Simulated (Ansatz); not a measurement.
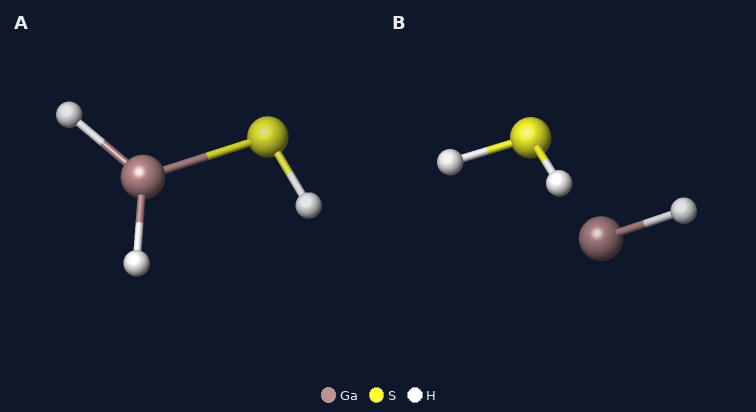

2 stationary structures of one formula. Geometries: PBE0-D4/def2-TZVP. Electronic energies: CCSD(T)/CBS (MP2 limit from def2-TZVPP and def2-QZVPP plus CCSD(T) − MP2) (Ansatz 0.2.0), without zero-point energy.

Question: Which structure is the most stable?

Answer: A is lowest (Cs, a minimum); B lies 148.3 kJ/mol above it (C1, a minimum).
